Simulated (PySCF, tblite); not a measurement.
**C₅H₁₁OS radical: geometry, infrared bands and EPR parameters**

Aim: predict the infrared bands and EPR parameters of C₅H₁₁OS radical (`[CH2]SC(C)(C)OC`).

Programs: tblite 0.8.0 and PySCF 2.14.0, with density-fitted response routines of our own. Each step states its level of theory. These are calculated values for one molecule in the gas phase, unless marked as measured. Atoms are numbered from 0 throughout.

## 1. The starting structure

18 atoms, charge 0, multiplicity 2; geometry from: force field or distance geometry start.

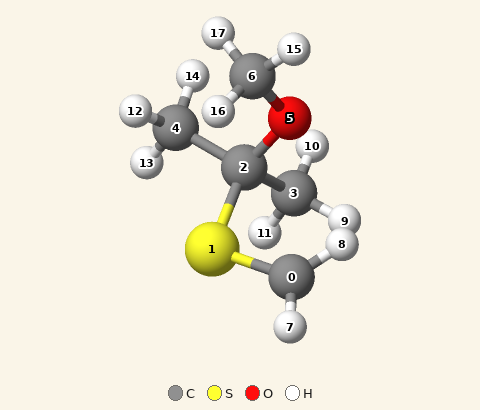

The starting geometry (carbon grey, sulfur yellow, oxygen red, hydrogen white), atoms numbered.

## 2. Optimising the geometry with GFN2-xTB

The job: settings as JSON, then the geometry in Å.

```
{"job": {"kind": "relax", "xc": "GFN2-xTB", "basis": "xTB"}, "charge": 0, "multiplicity": 2}
C      1.674200    -1.933600     0.279300
S      0.435600    -1.167100     1.216500
C     -0.401200    -0.111100    -0.013200
C     -1.239400    -1.006500    -0.948000
C     -1.370100     0.833800     0.731700
O      0.496800     0.598200    -0.875500
C      1.220600     1.674200    -0.283500
H      2.316300    -2.667000     0.741900
H      1.829200    -1.665200    -0.757100
H     -0.607900    -1.683700    -1.527800
H     -1.793300    -0.409900    -1.670600
H     -1.971300    -1.621100    -0.386000
H     -0.852900     1.459700     1.470300
H     -2.154600     0.286100     1.247400
H     -1.852200     1.533300     0.021400
H      1.976600     2.002900    -0.982000
H      1.729200     1.370100     0.642000
H      0.555700     2.513100    -0.085200
```

The run is started by

```sh
> OMP_NUM_THREADS=1 python probes_run.py task.json out
```

One launch serves the whole session: the jobs run in the order shown.

The log of the run:

```text
step      E/eV     max force
  0    -640.66091    1.800
  1    -640.74539    0.881
  2    -640.78113    0.347
  3    -640.78965    0.307
  4    -640.80519    0.387
  5    -640.81409    0.333
  6    -640.81961    0.167
  7    -640.82272    0.143
  8    -640.82625    0.213
  9    -640.83006    0.250
 10    -640.83381    0.165
 11    -640.83731    0.137
 12    -640.84101    0.145
 13    -640.84443    0.200
 14    -640.84695    0.137
 15    -640.84838    0.071
 16    -640.84916    0.062
 17    -640.84975    0.084
 18    -640.85017    0.060
 19    -640.85054    0.051
 20    -640.85105    0.049
 21    -640.85184    0.104
 22    -640.85285    0.127
 23    -640.85377    0.093
 24    -640.85443    0.050
 25    -640.85487    0.044
 26    -640.85522    0.052
 27    -640.85551    0.039
 28    -640.85576    0.032
 29    -640.85602    0.042
 30    -640.85632    0.060
 31    -640.85665    0.057
 32    -640.85695    0.038
 33    -640.85716    0.028
 34    -640.85732    0.029
 35    -640.85747    0.042
 36    -640.85761    0.041
 37    -640.85773    0.027
 38    -640.85784    0.028
 39    -640.85793    0.022
 40    -640.85800    0.028
 41    -640.85806    0.025
 42    -640.85812    0.021
 43    -640.85816    0.016
 44    -640.85820    0.014
 45    -640.85824    0.016
 46    -640.85829    0.024
 47    -640.85833    0.021
 48    -640.85836    0.011
 49    -640.85837    0.010
 50    -640.85838    0.010
```

Run time: 0.25 s. Hardware: 1 thread of Arm Neoverse V2, shared host.

Relaxation path: (not every step is listed)

```tsv
step	energy from step 0 (eV)	largest force (eV/Å)
0	0.0000	1.8002
1	-0.0845	0.8813
2	-0.1202	0.3468
3	-0.1287	0.3070
4	-0.1443	0.3875
5	-0.1532	0.3329
6	-0.1587	0.1672
7	-0.1618	0.1429
8	-0.1653	0.2133
11	-0.1764	0.1375
14	-0.1860	0.1374
17	-0.1888	0.0843
20	-0.1901	0.0494
23	-0.1929	0.0930
26	-0.1943	0.0520
29	-0.1951	0.0422
32	-0.1960	0.0382
35	-0.1966	0.0417
38	-0.1969	0.0284
41	-0.1972	0.0247
44	-0.1973	0.0145
45	-0.1973	0.0157
46	-0.1974	0.0239
47	-0.1974	0.0213
48	-0.1975	0.0112
49	-0.1975	0.0102
50	-0.1975	0.0099
```

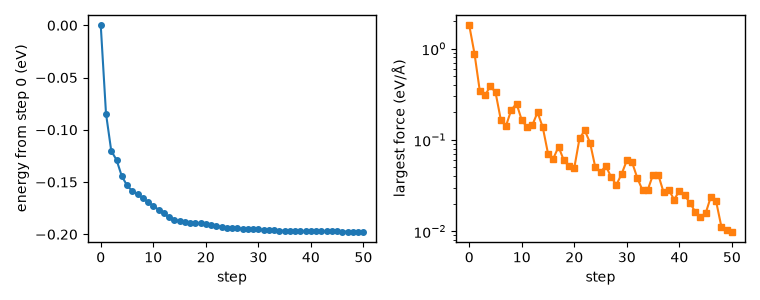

Energy and force, step by step.

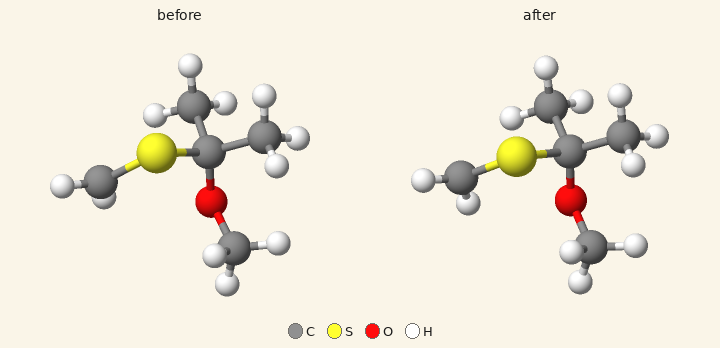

Before and after, at one scale.

Distances of close pairs at the start and the end, largest changes first:

```tsv
bond	before (Å)	after (Å)	change (Å)
S1–C2	1.824	1.892	+0.068
C2–O5	1.433	1.391	-0.042
C0–S1	1.732	1.699	-0.034
C3–H11	1.109	1.086	-0.023
C2–C4	1.545	1.524	-0.021
C2–C3	1.542	1.522	-0.020
C4–H14	1.107	1.089	-0.019
O5–C6	1.426	1.410	-0.016
```

The final coordinates are the input of the step that follows.

## 3. Infrared spectrum with GFN2-xTB

The job: settings as JSON, then the geometry in Å.

```
{"job": {"kind": "ir", "xc": "GFN2-xTB", "basis": "xTB"}, "charge": 0, "multiplicity": 2}
C      1.555271    -1.937787     0.209347
S      0.497040    -1.077874     1.222108
C     -0.446888    -0.055494    -0.060312
C     -1.216383    -1.024049    -0.946896
C     -1.383874     0.847149     0.733949
O      0.457336     0.612591    -0.878706
C      1.222079     1.639301    -0.288049
H      2.163045    -2.677979     0.688180
H      1.892304    -1.455052    -0.688045
H     -0.518666    -1.670729    -1.472714
H     -1.793216    -0.462946    -1.678672
H     -1.885304    -1.633075    -0.345853
H     -0.840167     1.419867     1.481308
H     -2.123539     0.236667     1.244227
H     -1.892453     1.530597     0.055912
H      2.004720     1.879777    -1.005604
H      1.678511     1.301837     0.648609
H      0.621427     2.533515    -0.097066
```

The log of the run:

```text
mode    cm-1     km/mol
  1      87.3      0.90
  2     136.2      6.37
  3     167.3      0.10
  4     181.9      0.63
  5     196.3      1.30
  6     222.2      1.15
  7     244.2      8.09
  8     270.6      1.38
  9     296.4      3.31
 10     319.7      1.03
 11     369.7      1.01
 12     421.0      4.46
 13     503.5     35.54
 14     516.2     10.64
 15     559.9     18.48
 16     819.6     45.70
 17     892.7      4.08
 18     916.7      3.02
 19     949.0      3.16
 20     955.2      4.26
 21    1000.4      1.80
 22    1078.4     52.81
 23    1118.3     79.30
 24    1126.6     38.25
 25    1145.2     17.21
 26    1200.3     94.77
 27    1229.3     36.53
 28    1325.6      8.74
 29    1387.1     16.02
 30    1400.2      3.06
 31    1401.1     13.92
 32    1462.8      2.32
 33    1466.6      0.49
 34    1474.2      0.94
 35    1477.2      6.58
 36    1482.3      6.37
 37    1498.4      0.24
 38    2930.6     32.78
 39    2945.9     33.84
 40    3020.3     14.47
 41    3024.7     13.56
 42    3030.1     26.63
 43    3040.5     18.54
 44    3046.2      6.87
 45    3050.0      1.92
 46    3054.5     26.29
 47    3109.9      4.94
 48    3179.7     11.40
```

Run time: 0.47 s. Hardware: 1 thread of Arm Neoverse V2, shared host.

Which atoms move in the most intense modes:

```tsv
cm⁻¹	km/mol	atoms
504	35.5	H8 31 %, H7 18 %, C0 12 %
820	45.7	O5 24 %, C4 19 %, C2 16 %, C3 11 %
1078	52.8	O5 48 %, C6 33 %
1118	79.3	C2 21 %, H14 13 %, H10 13 %
1127	38.2	H17 33 %, H16 28 %, C6 16 %
1200	94.8	C2 52 %
1229	36.5	C2 52 %
2946	33.8	H17 75 %, H16 21 %
```

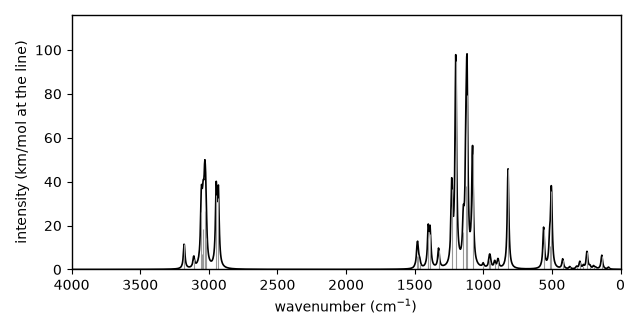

The infrared spectrum from these modes, unscaled. Lines are broadened to a width of 14 cm⁻¹ (Lorentzian).

## 4. EPR parameters: B3LYP/pcH-1

The job, as its differences from that of step 3:

```diff
@@ -1,2 +1,2 @@
-{"job": {"kind": "ir", "xc": "GFN2-xTB", "basis": "xTB"}, "charge": 0, "multiplicity": 2}
+{"job": {"kind": "epr", "basis": "pcH-1"}, "charge": 0, "multiplicity": 2}
 C      1.555271    -1.937787     0.209347
```

Method: UKS B3LYP, pcH-1 on C H O S, non-relativistic, mean-field spin-orbit, GIAO.

The log of the run:

```text
UKS, coarse grid
  cycle   1  E = -670.43366885  |g| = 5.04e-01
  cycle   2  E = -670.31495736  |g| = 7.55e-01
  cycle   3  E = -670.52855280  |g| = 1.08e-01
  cycle   4  E = -670.53299895  |g| = 4.03e-02
  cycle   5  E = -670.53370359  |g| = 7.13e-03
  cycle   6  E = -670.53372980  |g| = 4.32e-03
  cycle   7  E = -670.53374013  |g| = 1.62e-03
  cycle   8  E = -670.53374267  |g| = 7.60e-04
UKS, final grid
  cycle   1  E = -670.53376826  |g| = 1.03e-03
  cycle   2  E = -670.53376755  |g| = 1.57e-03
  cycle   3  E = -670.53376881  |g| = 1.57e-04
  cycle   4  E = -670.53376882  |g| = 2.72e-05
  cycle   5  E = -670.53376882  |g| = 1.59e-05
E = -670.53376882 Eh   <S^2> = 0.7542 (exact 0.7500)
g shifts (ppm)      1          2          3
  rmc          -165       -165       -165
  gc              8         46         26
  oz_so         -20       2584       6415
  total        -176       2465       6276
hyperfine (MHz)  atom isotope    a_iso     a_fc   dipolar eigenvalues
    0   13C     120.92     120.62    -68.31    -67.53    135.85
    1   33S       4.94       5.30    -25.40    -21.31     46.71
    2   13C       0.12       0.12     -1.72     -1.14      2.86
    3   13C      -0.46      -0.46     -1.87     -0.22      2.09
    4   13C      -0.82      -0.82     -0.57      0.03      0.54
    5   17O      -1.41      -1.40     -0.61      0.14      0.47
    6   13C       0.56       0.56     -0.64     -0.10      0.75
    7    1H     -49.55     -49.66    -32.20     -1.58     33.78
    8    1H     -29.39     -29.50    -31.74     -1.43     33.17
    9    1H      -0.61      -0.61     -4.98     -2.83      7.81
   10    1H       0.69       0.69     -1.75     -0.91      2.66
   11    1H       1.52       1.52     -2.00     -1.34      3.34
   12    1H      -0.54      -0.54     -1.85     -1.26      3.11
   13    1H       0.47       0.47     -1.42     -1.26      2.68
   14    1H      -0.71      -0.71     -1.00     -0.68      1.68
   15    1H       0.17       0.17     -1.13     -0.89      2.02
   16    1H      -0.10      -0.10     -2.73     -1.74      4.47
   17    1H      -0.32      -0.32     -0.98     -0.83      1.81
```

It took 86 s on 1 thread of Arm Neoverse V2, shared host; peak memory 0.97 GiB.

Principal g values 2.00214, 2.00478, 2.00860; g(iso) = 2.00517, against 2.00232 for a free electron.

Hyperfine couplings; where a row names several nuclei, a(iso) is their mean (it holds for fast rotation or exchange) and the dipolar term the largest among them:

```tsv
nuclei	isotope	a(iso) (MHz)	a(iso) (G, at g = 2.0023)	largest dipolar term (MHz)
C0	13C	120.9	43.1	135.8
H7, H8	1H	-39.5	-14.1	33.8
S1	33S	4.9	1.8	46.7
O5	17O	-1.4	-0.5	-0.6
C3, C4	13C	-0.6	-0.2	2.1
C6	13C	0.6	0.2	0.7
H9, H10, H11, H12, H13, H14	1H	0.1	0.0	7.8
C2	13C	0.1	0.0	2.9
H15, H16, H17	1H	-0.1	0.0	4.5
```

Mulliken spin populations:

C0 0.85; S1 0.18; C2 0.01; C3 0.01; C4 0.00; O5 0.00; C6 0.00; H7 -0.03; H8 -0.03; H9 0.00; H10 0.00; H11 0.00; H12 0.00; H13 0.00; H14 0.00; H15 0.00; H16 0.00; H17 0.00

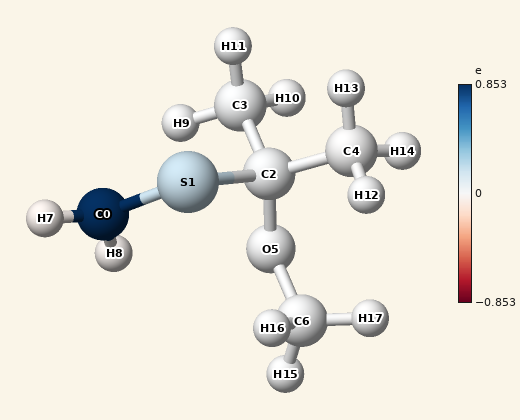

Mulliken spin populations, as colours on the atoms.

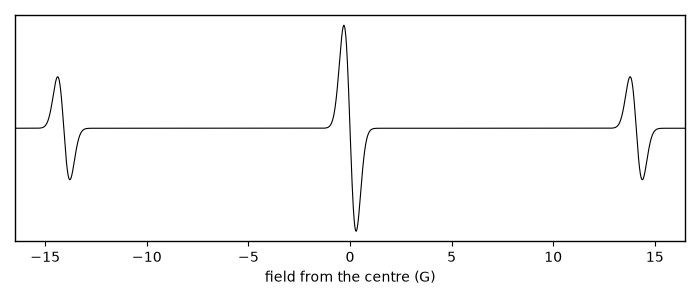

First-order isotropic spectrum (first derivative, main isotopes with spin only, couplings over 0.8 MHz, Gaussian width 0.3 G; couplings of the frozen geometry, rotation of groups not averaged beyond the rows shown).

The fields below are evaluated on a grid from the run's orbitals.

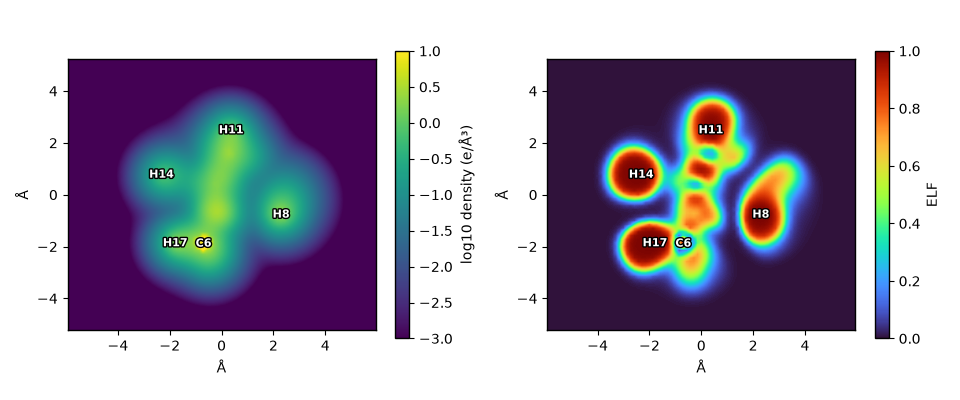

Density (left) and ELF (right) in a plane through or near 5 of the atoms.

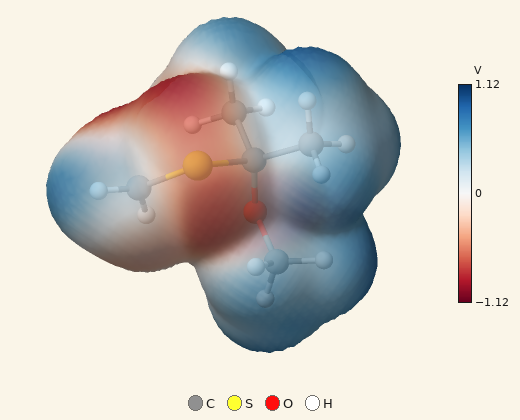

Electrostatic potential on the surface of density 0.002 e/bohr³; red is low, blue high. It runs from -1.12 V near O5 to 0.83 V near H17.

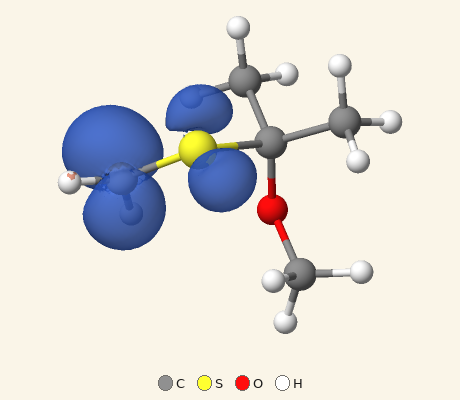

Spin density at ±0.04 e/Å³ (alpha excess blue, beta excess red).

## 5. What came out

| quantity | value |
| --- | --- |
| strongest single infrared mode (GFN2-xTB) | 1200 cm⁻¹, 95 km/mol |
| zero-point energy (GFN2-xTB) | 92.5 kcal/mol |
| g(iso) (B3LYP) | 2.00517 |
| ⟨S²⟩ | 0.754 (exact 0.75) |
| largest a(iso) (averaged by class) | 13C on C0, 120.9 MHz |
| potential on the surface of density 0.002 e/bohr³, 1st and 99th percentile | -1.12 V and 0.83 V |

What this shows: Over 50 steps the energy fell by 0.197 eV; of the close pairs, S1–C2 changed most, 1.824 to 1.892 Å. No mode is imaginary among the 48: a minimum at this level. The strongest single mode, at 1200 cm⁻¹, moves mainly C2. GFN2-xTB is a fitted tight-binding method: band positions and strengths are rough. Its intensities can rank the bands wrongly. Most of the unpaired spin sits on C0 (0.85 e). The isotropic g lies 2.9 ppt above the free-electron value. These values are for one conformer; the search (at its own cheap level) found 2 more, at 0.00, 2.35 kcal/mol (those within 0.05 may be mirror or relabelled copies), and measured spectra average over such forms.
